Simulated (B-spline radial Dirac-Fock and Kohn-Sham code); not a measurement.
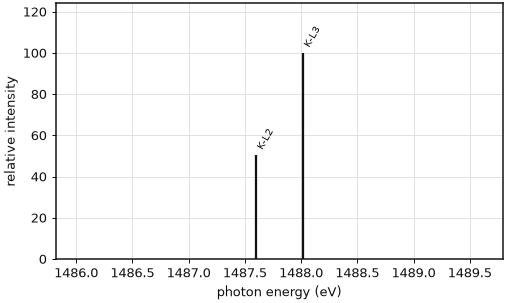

X-ray emission lines that fill a K (1s) hole, as sticks. It refers to aluminium in charge state +1 (Al⁺) in the configuration [Ne] 3s2. Computed with a radial B-spline solver: independent-particle rates on relativistic LDA orbitals of the hole state (multipoles to L = 3), energies from Dirac–Fock ΔSCF.

How far apart are K-L3 (Kα1) and K-L2 (Kα2), and what is their intensity ratio?

Answer. 0.417 eV apart, with K-L2 at 0.50 of the intensity of K-L3.

What are the natural width, lifetime and fluorescence yield of the K hole?

Answer. Width 0.396 eV, lifetime 1.66 fs, fluorescence yield 0.0389.
